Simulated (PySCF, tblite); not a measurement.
# C₂H₁₁BNOP: a rotation path, then NMR shifts on frames

Aim: move C₂H₁₁BNOP (`COC[NH2+][BH2-]P`) away from its starting geometry and see how NMR shifts follow the geometry.

Programs: tblite 0.8.0 and PySCF 2.14.0, with density-fitted response routines of our own. Each step states its level of theory. These are calculated values for one molecule in the gas phase, unless marked as measured. Atoms are numbered from 0 throughout.

## 1. Starting geometry

17 atoms, charge 0, multiplicity 1; geometry from: GFN2-xTB.

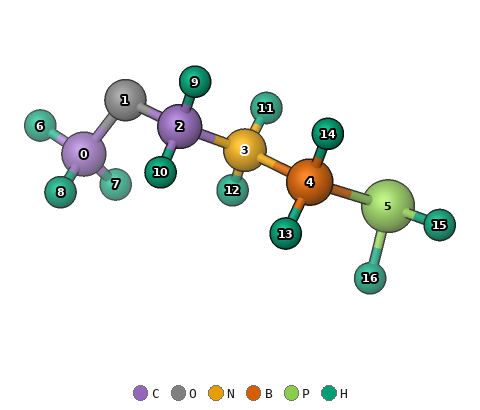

The starting geometry (carbon purple, oxygen grey, nitrogen amber, boron orange, phosphorus green, hydrogen teal), atoms numbered.

## 2. The rotation path with GFN2-xTB

The job: settings as JSON, then the geometry in Å.

```
{"job": {"kind": "neb", "xc": "GFN2-xTB", "basis": "xTB", "atoms": [1, 2, 3, 4], "turn": 120}, "charge": 0, "multiplicity": 1}
C      2.677991    -0.204978    -0.665507
O      2.140658     0.232603     0.566542
C      0.863410     0.781735     0.490802
N     -0.195852    -0.228583     0.402278
B     -1.714666     0.384847     0.299991
P     -2.856725    -1.229854     0.238055
H      3.707724    -0.489539    -0.462192
H      2.143897    -1.073544    -1.066490
H      2.661111     0.599618    -1.408247
H      0.709749     1.352405     1.410784
H      0.758852     1.454105    -0.372317
H     -0.172503    -0.835014     1.221148
H     -0.064549    -0.816098    -0.419212
H     -1.758847     1.036596    -0.691299
H     -1.906125     0.995115     1.300619
H     -4.068521    -0.575470     0.283986
H     -2.932602    -1.371915    -1.138851
```

Level: GFN2-xTB climbing-image nudged elastic band, gas phase.

Command:

```bash
OMP_NUM_THREADS=1 python probes_run.py task.json out
```

This one command runs all jobs of the session in turn.

Standard output:

```text
image   E - E0 / eV
  0      -0.0000
  1       0.0075
  2       0.0259
  3       0.0491
  4       0.0675
  5       0.0741
  6       0.0720
  7       0.0787
  8       0.0732
```

Wall time 8.4 s (1 thread, shared host).

The final band, with the dihedral O1–C2–N3–B4:

| image | dihedral (°) | energy (eV) | energy (kcal/mol) |
| --- | --- | --- | --- |
| 0 | -180 | 0.000 | 0.0 |
| 1 | -169 | 0.008 | 0.2 |
| 2 | -158 | 0.026 | 0.6 |
| 3 | -146 | 0.049 | 1.1 |
| 4 | -135 | 0.068 | 1.6 |
| 5 | -123 | 0.074 | 1.7 |
| 6 | -111 | 0.072 | 1.7 |
| 7 | -99 | 0.079 | 1.8 |
| 8 | -87 | 0.073 | 1.7 |

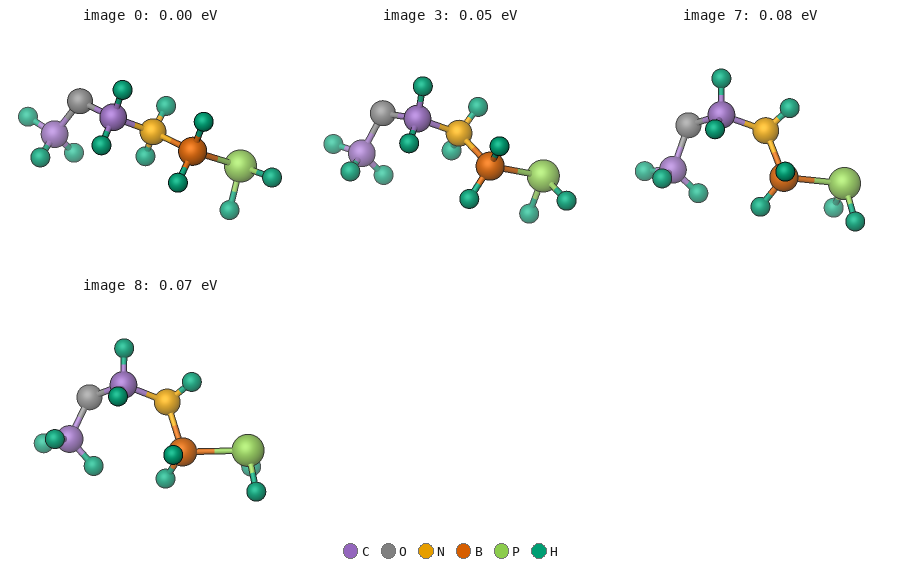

Images along the band.

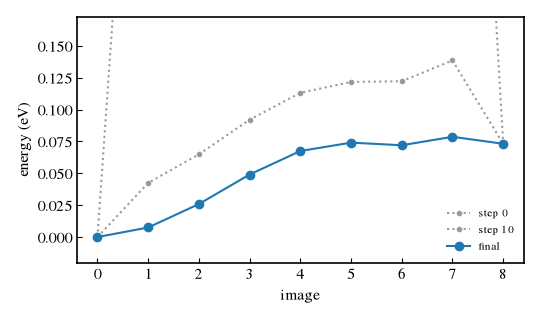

Energy along the band, early and final.

## 3. Nuclear shieldings: image 0, PBE0/pcSseg-1

The job: settings as JSON, then the geometry in Å.

```
{"job": {"kind": "nmr", "xc": "PBE0", "basis": "pcSseg-1", "pop": false}, "charge": 0, "multiplicity": 1}
C      2.678000    -0.205000    -0.665500
O      2.140700     0.232600     0.566500
C      0.863400     0.781700     0.490800
N     -0.195900    -0.228600     0.402300
B     -1.714700     0.384800     0.300000
P     -2.856700    -1.229900     0.238100
H      3.707700    -0.489500    -0.462200
H      2.143900    -1.073500    -1.066500
H      2.661100     0.599600    -1.408200
H      0.709700     1.352400     1.410800
H      0.758900     1.454100    -0.372300
H     -0.172500    -0.835000     1.221100
H     -0.064500    -0.816100    -0.419200
H     -1.758800     1.036600    -0.691300
H     -1.906100     0.995100     1.300600
H     -4.068500    -0.575500     0.284000
H     -2.932600    -1.371900    -1.138900
```

With the program's defaults for keys left out, this is: GIAO PBE0/pcSseg-1 NMR shielding, non-relativistic, gas phase.

Standard output:

```text
coarse grid: 13856 points
cycle   1  E = -578.4218656624  dE =  4.964e-01  |g| = 5.855e-01  |ddm| = 3.370e+00
cycle   2  E = -578.3873732981  dE =  3.449e-02  |g| = 7.653e-01  |ddm| = 1.154e+00
cycle   3  E = -578.4980404189  dE = -1.107e-01  |g| = 1.029e-01  |ddm| = 6.105e-01
cycle   4  E = -578.5000006943  dE = -1.960e-03  |g| = 3.047e-02  |ddm| = 1.129e-01
cycle   5  E = -578.5002369540  dE = -2.363e-04  |g| = 7.520e-03  |ddm| = 3.930e-02
cycle   6  E = -578.5002523443  dE = -1.539e-05  |g| = 2.114e-03  |ddm| = 1.212e-02
cycle   7  E = -578.5002531586  dE = -8.143e-07  |g| = 6.197e-04  |ddm| = 2.162e-03
final grid: 126848 points
cycle   8  E = -578.5431411679  dE = -4.508e-05  |g| = 1.144e-02  |ddm| = 2.928e-02
cycle   9  E = -578.5431191413  dE =  2.203e-05  |g| = 1.595e-02  |ddm| = 1.745e-02
cycle  10  E = -578.5431677234  dE = -4.858e-05  |g| = 1.542e-03  |ddm| = 1.059e-02
cycle  11  E = -578.5431682310  dE = -5.076e-07  |g| = 1.794e-04  |ddm| = 1.335e-03
cycle  12  E = -578.5431682392  dE = -8.167e-09  |g| = 3.281e-05  |ddm| = 2.884e-04
cycle  13  E = -578.5431682395  dE = -3.063e-10  |g| = 8.405e-06  |ddm| = 7.053e-05
converged SCF energy = -578.5431682395

GIAO shielding tensors (ppm)
atom      isotropic    diamagn.    paramagn.     s11        s22        s33       span
  0 C      128.188     245.867    -117.679     90.320    110.695    183.549     93.230
  1 O      287.854     393.482    -105.628    223.601    307.073    332.889    109.288
  2 C      101.105     244.337    -143.233     69.200     91.918    142.196     72.996
  3 N      191.242     323.165    -131.923    147.262    203.769    222.696     75.433
  4 B      124.328     188.562     -64.234    106.638    118.871    147.476     40.838
  5 P      581.884     967.377    -385.493    489.964    611.649    644.039    154.075
  6 H       27.684      27.342       0.342     23.836     25.322     33.896     10.060
  7 H       28.241      30.855      -2.613     23.858     27.140     33.726      9.868
  8 H       28.570      28.881      -0.311     25.275     26.028     34.408      9.133
  9 H       26.878      29.521      -2.644     21.596     28.382     30.656      9.060
 10 H       27.564      31.192      -3.628     22.566     29.459     30.666      8.100
 11 H       28.694      32.960      -4.266     22.307     27.624     36.150     13.842
 12 H       28.226      35.256      -7.030     20.534     30.250     33.896     13.362
 13 H       29.141      31.098      -1.957     24.595     31.031     31.798      7.203
 14 H       29.602      30.608      -1.006     25.250     30.613     32.943      7.693
 15 H       30.494      30.049       0.445     25.445     27.256     38.782     13.337
 16 H       30.781      30.726       0.055     25.517     28.495     38.331     12.814
```

Wall time 48 s (1 thread, shared host).

The references, computed at this level on geometries of the same kind, shield at (ppm): 1H TMS 31.72, 13C TMS 186.9, 15N NH3 267.7, 17O H2O 336.1, 31P H3PO4 318.4, 11B BF3·OEt2 100.1. Their shielding less the atom's gives the shift. The references are single molecules in the gas phase, so shifts against H2O, NH3, PH3, H3PO4 or CFCl3 are not on the usual liquid scales and can be off by tens of ppm. Each atom is listed at this fixed geometry, with no averaging over motion; a spectrum would average atoms that exchange fast.

| atoms | environment | σ (ppm) | δ (ppm) |
| --- | --- | --- | --- |
| C2 | sp3 CH2 bonded to N and O | 101.1 | 85.8 |
| C0 | methyl carbon bonded to O | 128.2 | 58.7 |
| H9 | hydrogen on an sp3 CH2 bonded to N and O | 26.88 | 4.84 |
| H10 | hydrogen on an sp3 CH2 bonded to N and O | 27.56 | 4.15 |
| H6 | hydrogen on a methyl carbon bonded to O | 27.68 | 4.03 |
| H12 | hydrogen on a donor nitrogen of a Lewis adduct | 28.23 | 3.49 |
| H7 | hydrogen on a methyl carbon bonded to O | 28.24 | 3.48 |
| H8 | hydrogen on a methyl carbon bonded to O | 28.57 | 3.15 |
| H11 | hydrogen on a donor nitrogen of a Lewis adduct | 28.69 | 3.02 |
| H13 | hydrogen on a boron bonded to N, P | 29.14 | 2.58 |
| H14 | hydrogen on a boron bonded to N, P | 29.60 | 2.11 |
| H15 | hydrogen on a phosphorus bonded to B | 30.49 | 1.22 |
| H16 | hydrogen on a phosphorus bonded to B | 30.78 | 0.94 |
| O1 | ether oxygen | 287.9 | 48.2 |
| N3 | donor nitrogen of a Lewis adduct | 191.2 | 76.5 |
| B4 | boron bonded to N, P, 2 H | 124.3 | -24.3 |
| P5 | phosphorus bonded to B, 2 H | 581.9 | -263.5 |

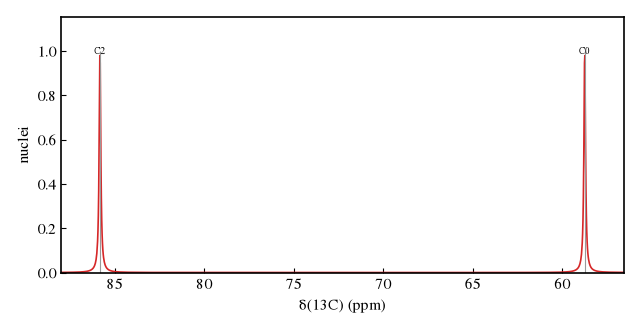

13C lines at the computed shifts, without couplings. Lines are broadened to a width of 0.11 ppm (Lorentzian).

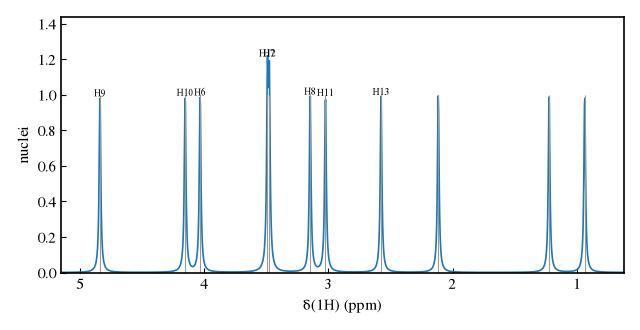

1H lines at the computed shifts, without couplings. Lines are broadened to a width of 0.02 ppm (Lorentzian).

## 4. Nuclear shieldings: image 3, PBE0/pcSseg-1

The job: settings as JSON, then the geometry in Å.

```
{"job": {"kind": "nmr", "xc": "PBE0", "basis": "pcSseg-1", "pop": false}, "charge": 0, "multiplicity": 1}
C      2.447000    -0.109900    -0.861000
O      2.169100     0.097100     0.510800
C      0.940600     0.699600     0.759200
N     -0.184600    -0.251200     0.690000
B     -1.588900     0.374900     0.120100
P     -2.868500    -1.124000     0.261600
H      3.470400    -0.472900    -0.914500
H      1.780300    -0.850000    -1.316900
H      2.366500     0.827500    -1.419100
H      0.993100     1.123400     1.765900
H      0.735400     1.499900     0.035000
H     -0.379700    -0.669800     1.597200
H      0.059700    -1.015300     0.062700
H     -1.384900     0.713300    -1.000000
H     -1.896200     1.258100     0.851300
H     -3.980600    -0.422300    -0.151000
H     -2.685700    -1.666400    -1.001200
```

Level: GIAO PBE0/pcSseg-1 NMR shielding, non-relativistic, gas phase.

Standard output:

```text
coarse grid: 13856 points
cycle   1  E = -578.4190454695  dE =  4.989e-01  |g| = 5.829e-01  |ddm| = 3.373e+00
cycle   2  E = -578.3855457082  dE =  3.350e-02  |g| = 7.600e-01  |ddm| = 1.139e+00
cycle   3  E = -578.4948384813  dE = -1.093e-01  |g| = 1.018e-01  |ddm| = 6.032e-01
cycle   4  E = -578.4967521231  dE = -1.914e-03  |g| = 3.078e-02  |ddm| = 1.130e-01
cycle   5  E = -578.4969942511  dE = -2.421e-04  |g| = 7.466e-03  |ddm| = 3.961e-02
cycle   6  E = -578.4970091678  dE = -1.492e-05  |g| = 2.148e-03  |ddm| = 1.203e-02
cycle   7  E = -578.4970100231  dE = -8.553e-07  |g| = 6.050e-04  |ddm| = 2.262e-03
final grid: 126848 points
cycle   8  E = -578.5400860117  dE = -4.401e-05  |g| = 1.119e-02  |ddm| = 3.077e-02
cycle   9  E = -578.5400649158  dE =  2.110e-05  |g| = 1.565e-02  |ddm| = 1.697e-02
cycle  10  E = -578.5401113201  dE = -4.640e-05  |g| = 1.478e-03  |ddm| = 1.032e-02
cycle  11  E = -578.5401117888  dE = -4.686e-07  |g| = 1.895e-04  |ddm| = 1.296e-03
cycle  12  E = -578.5401117974  dE = -8.684e-09  |g| = 3.615e-05  |ddm| = 2.853e-04
cycle  13  E = -578.5401117978  dE = -3.458e-10  |g| = 8.747e-06  |ddm| = 7.132e-05
converged SCF energy = -578.5401117978

GIAO shielding tensors (ppm)
atom      isotropic    diamagn.    paramagn.     s11        s22        s33       span
  0 C      127.662     246.267    -118.606     89.243    111.169    182.572     93.329
  1 O      289.079     392.897    -103.818    219.722    311.408    336.107    116.386
  2 C      100.634     244.082    -143.448     68.543     94.070    139.289     70.745
  3 N      192.648     323.084    -130.436    154.746    195.478    227.719     72.973
  4 B      122.658     189.532     -66.874    100.397    121.621    145.956     45.559
  5 P      579.643     967.438    -387.795    488.702    610.886    639.341    150.639
  6 H       27.747      27.576       0.171     23.832     25.445     33.964     10.132
  7 H       28.249      31.357      -3.108     23.973     27.299     33.476      9.504
  8 H       28.541      29.195      -0.653     25.466     25.898     34.260      8.794
  9 H       26.818      29.087      -2.269     22.251     27.416     30.787      8.536
 10 H       27.513      31.096      -3.584     22.488     29.935     30.115      7.627
 11 H       28.292      32.332      -4.039     21.988     26.993     35.895     13.907
 12 H       28.642      35.246      -6.604     21.885     29.607     34.433     12.548
 13 H       29.002      31.790      -2.788     24.459     31.103     31.442      6.983
 14 H       29.545      30.903      -1.358     25.243     30.587     32.804      7.561
 15 H       30.486      30.206       0.279     25.494     27.273     38.690     13.196
 16 H       30.771      30.891      -0.119     25.518     28.623     38.173     12.656
```

It took 47 s on 1 thread, shared host.

Key values: δ C2 86.3, C0 59.3, O1 47.0, N3 75.1, H9 4.90, H10 4.20 ppm.

## 5. Nuclear shieldings: image 7, PBE0/pcSseg-1

The job: settings as JSON, then the geometry in Å.

```
{"job": {"kind": "nmr", "xc": "PBE0", "basis": "pcSseg-1", "pop": false}, "charge": 0, "multiplicity": 1}
C      2.070700     0.088700    -1.060300
O      2.091200    -0.065400     0.349600
C      1.062800     0.557300     1.032300
N     -0.200000    -0.222600     0.970900
B     -1.318400     0.245800    -0.135400
P     -2.862300    -0.936400     0.208600
H      2.999200    -0.344600    -1.424300
H      1.221400    -0.426900    -1.512200
H      2.029900     1.146300    -1.332600
H      1.405900     0.629300     2.071700
H      0.850600     1.560100     0.636300
H     -0.696000    -0.177700     1.858700
H      0.033900    -1.202100     0.807700
H     -0.878100     0.096600    -1.224400
H     -1.591600     1.371400     0.130800
H     -3.704500    -0.356300    -0.716100
H     -2.521600    -1.951500    -0.671200
```

Method: GIAO PBE0/pcSseg-1 NMR shielding, non-relativistic, gas phase.

Standard output:

```text
coarse grid: 13856 points
cycle   1  E = -578.4166212076  dE =  4.968e-01  |g| = 5.838e-01  |ddm| = 3.373e+00
cycle   2  E = -578.3773625618  dE =  3.926e-02  |g| = 7.791e-01  |ddm| = 1.172e+00
cycle   3  E = -578.4933088499  dE = -1.159e-01  |g| = 9.952e-02  |ddm| = 6.311e-01
cycle   4  E = -578.4951253845  dE = -1.817e-03  |g| = 3.187e-02  |ddm| = 1.146e-01
cycle   5  E = -578.4953885089  dE = -2.631e-04  |g| = 7.429e-03  |ddm| = 4.145e-02
cycle   6  E = -578.4954028386  dE = -1.433e-05  |g| = 2.327e-03  |ddm| = 1.218e-02
cycle   7  E = -578.4954038714  dE = -1.033e-06  |g| = 6.102e-04  |ddm| = 2.459e-03
final grid: 126848 points
cycle   8  E = -578.5386782745  dE = -4.842e-05  |g| = 1.143e-02  |ddm| = 3.164e-02
cycle   9  E = -578.5386569508  dE =  2.132e-05  |g| = 1.584e-02  |ddm| = 1.787e-02
cycle  10  E = -578.5387048209  dE = -4.787e-05  |g| = 1.522e-03  |ddm| = 1.076e-02
cycle  11  E = -578.5387053122  dE = -4.914e-07  |g| = 2.231e-04  |ddm| = 1.346e-03
cycle  12  E = -578.5387053244  dE = -1.219e-08  |g| = 4.295e-05  |ddm| = 3.399e-04
cycle  13  E = -578.5387053249  dE = -4.873e-10  |g| = 1.057e-05  |ddm| = 8.337e-05
converged SCF energy = -578.5387053249

GIAO shielding tensors (ppm)
atom      isotropic    diamagn.    paramagn.     s11        s22        s33       span
  0 C      123.079     246.838    -123.759     89.365    101.925    177.946     88.581
  1 O      286.155     392.211    -106.056    213.819    315.672    328.974    115.155
  2 C      100.661     242.650    -141.989     76.239     98.012    127.731     51.492
  3 N      184.088     321.985    -137.897    137.258    184.711    230.295     93.037
  4 B      119.497     190.799     -71.303     96.902    116.679    144.908     48.006
  5 P      576.975     967.661    -390.686    488.330    608.693    633.903    145.573
  6 H       27.811      28.211      -0.400     24.018     25.629     33.787      9.769
  7 H       27.293      31.368      -4.075     22.256     27.846     31.778      9.522
  8 H       28.380      29.601      -1.221     25.198     26.172     33.770      8.572
  9 H       26.715      28.195      -1.480     21.494     27.208     31.442      9.948
 10 H       27.429      30.347      -2.917     23.358     28.507     30.424      7.066
 11 H       28.172      31.729      -3.557     21.506     26.936     36.074     14.567
 12 H       29.074      33.602      -4.528     24.201     28.498     34.523     10.322
 13 H       28.482      32.516      -4.034     23.819     29.379     32.249      8.430
 14 H       29.376      31.728      -2.353     25.301     30.636     32.190      6.889
 15 H       30.505      30.443       0.062     25.619     27.300     38.596     12.978
 16 H       30.742      31.007      -0.266     25.538     28.622     38.065     12.526
```

Run time: 46 s. Hardware: 1 thread, shared host.

Key values: δ C2 86.3, C0 63.8, O1 49.9, N3 83.6, H9 5.00, H7 4.42 ppm.

## 6. Shielding tensors: image 8, PBE0/pcSseg-1

The job: settings as JSON, then the geometry in Å.

```
{"job": {"kind": "nmr", "xc": "PBE0", "basis": "pcSseg-1", "pop": false}, "charge": 0, "multiplicity": 1}
C      2.137700     0.327400    -1.059600
O      2.070800    -0.086000     0.296900
C      1.049000     0.470100     1.043400
N     -0.211100    -0.307300     0.936000
B     -1.245200     0.021900    -0.300500
P     -2.978000    -0.681100     0.351200
H      2.992600    -0.191800    -1.486500
H      1.229700     0.062700    -1.603600
H      2.294800     1.408400    -1.123500
H      1.392100     0.453900     2.086600
H      0.829500     1.502600     0.739600
H     -0.777300    -0.159500     1.770100
H      0.021000    -1.299000     0.890600
H     -0.862600    -0.528700    -1.279100
H     -1.301300     1.206800    -0.386500
H     -3.744600    -0.231600    -0.701800
H     -2.904200    -1.956900    -0.183300
```

Level: GIAO PBE0/pcSseg-1 NMR shielding, non-relativistic, gas phase.

Standard output:

```text
coarse grid: 13856 points
cycle   1  E = -578.4183823358  dE =  4.873e-01  |g| = 5.840e-01  |ddm| = 3.375e+00
cycle   2  E = -578.3763609290  dE =  4.202e-02  |g| = 7.879e-01  |ddm| = 1.184e+00
cycle   3  E = -578.4949907108  dE = -1.186e-01  |g| = 9.729e-02  |ddm| = 6.466e-01
cycle   4  E = -578.4967334214  dE = -1.743e-03  |g| = 3.182e-02  |ddm| = 1.147e-01
cycle   5  E = -578.4969965730  dE = -2.632e-04  |g| = 7.389e-03  |ddm| = 4.137e-02
cycle   6  E = -578.4970107343  dE = -1.416e-05  |g| = 2.382e-03  |ddm| = 1.252e-02
cycle   7  E = -578.4970118384  dE = -1.104e-06  |g| = 6.023e-04  |ddm| = 2.589e-03
final grid: 126848 points
cycle   8  E = -578.5395711746  dE = -5.043e-05  |g| = 1.107e-02  |ddm| = 3.162e-02
cycle   9  E = -578.5395521891  dE =  1.899e-05  |g| = 1.515e-02  |ddm| = 1.730e-02
cycle  10  E = -578.5395961579  dE = -4.397e-05  |g| = 1.510e-03  |ddm| = 1.035e-02
cycle  11  E = -578.5395966359  dE = -4.780e-07  |g| = 2.292e-04  |ddm| = 1.354e-03
cycle  12  E = -578.5395966488  dE = -1.292e-08  |g| = 4.601e-05  |ddm| = 3.697e-04
cycle  13  E = -578.5395966493  dE = -5.621e-10  |g| = 1.198e-05  |ddm| = 8.542e-05
converged SCF energy = -578.5395966493

GIAO shielding tensors (ppm)
atom      isotropic    diamagn.    paramagn.     s11        s22        s33       span
  0 C      122.961     246.423    -123.463     89.456     97.750    181.677     92.221
  1 O      290.484     392.844    -102.360    226.672    313.176    331.605    104.933
  2 C      100.119     242.548    -142.429     76.704     97.924    125.729     49.025
  3 N      182.133     321.593    -139.460    139.496    179.090    227.812     88.316
  4 B      119.629     191.020     -71.391     97.846    116.475    144.566     46.719
  5 P      568.711     967.670    -398.959    489.720    604.283    612.130    122.410
  6 H       27.853      28.282      -0.430     24.138     25.429     33.991      9.853
  7 H       27.010      31.022      -4.012     21.825     28.156     31.048      9.224
  8 H       28.270      29.053      -0.783     24.884     25.984     33.944      9.060
  9 H       26.708      28.211      -1.503     21.144     27.437     31.543     10.399
 10 H       27.541      30.498      -2.958     23.656     28.485     30.481      6.825
 11 H       28.328      31.838      -3.510     20.617     27.615     36.752     16.136
 12 H       28.720      33.075      -4.356     24.124     27.258     34.777     10.652
 13 H       28.503      32.324      -3.821     23.896     29.862     31.751      7.855
 14 H       29.429      31.901      -2.473     25.122     31.309     31.855      6.733
 15 H       30.382      30.421      -0.039     25.493     27.196     38.458     12.965
 16 H       30.611      30.817      -0.207     25.479     28.273     38.080     12.600
```

Wall time 46 s (1 thread, shared host).

Key values: δ C2 86.8, C0 64.0, O1 45.6, N3 85.6, H9 5.01, H7 4.71 ppm.

## 7. Side by side: NMR shifts

Shifts (ppm) of some atoms, chosen among heavy atoms and hydrogens apart, with basis size and wall time:

| frame | C0 | H12 | H7 | O1 | N3 | B4 | P5 | functions | time |
| --- | --- | --- | --- | --- | --- | --- | --- | --- | --- |
| image 0 | 58.7 | 3.49 | 3.48 | 48.2 | 76.5 | -24.3 | -263.5 | 164 | 48 s |
| image 3 | 59.3 | 3.07 | 3.47 | 47.0 | 75.1 | -22.6 | -261.3 | 164 | 47 s |
| image 7 | 63.8 | 2.64 | 4.42 | 49.9 | 83.6 | -19.4 | -258.6 | 164 | 46 s |
| image 8 | 64.0 | 3.00 | 4.71 | 45.6 | 85.6 | -19.6 | -250.3 | 164 | 46 s |

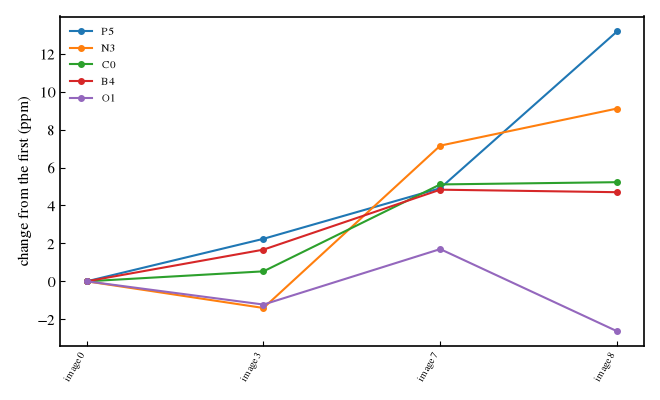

How five of the tabulated atoms move from run to run.

## 8. Summary of results

```
                                            quantity                                                                 value
                                             barrier                                    0.079 eV (1.8 kcal/mol) at image 7
                               end to end (GFN2-xTB)                                                              0.073 eV
     13C shifts against TMS (PBE0/pcSseg-1, image 0)                                                        85.8, 58.7 ppm
      1H shifts against TMS (PBE0/pcSseg-1, image 0)  4.84, 4.15, 4.03, 3.49, 3.48, 3.15, 3.02, 2.58, 2.11, 1.22, 0.94 ppm
     17O shifts against H2O (PBE0/pcSseg-1, image 0)                                                              48.2 ppm
     15N shifts against NH3 (PBE0/pcSseg-1, image 0)                                                              76.5 ppm
11B shifts against BF3·OEt2 (PBE0/pcSseg-1, image 0)                                                             -24.3 ppm
   31P shifts against H3PO4 (PBE0/pcSseg-1, image 0)                                                            -263.5 ppm
                            range of the shift of P5                                                  -263.5 to -250.3 ppm
```

In words: Along the band the dihedral turns by 93°, and the top (dihedral -99°) lies 1.8 kcal/mol above the start (GFN2-xTB, rough), so at room temperature this motion is fast. The top was not checked by a frequency run. Shifts at one fixed geometry are not the observed spectrum, which averages over the motion. In the first frame run (image 0): The largest span, 154 ppm, is at P5, where the paramagnetic term is -385 ppm. In ppm, P5 moves most: its shift spreads over 13.2 ppm, from -263.5 (image 0) to -250.3 (image 8).
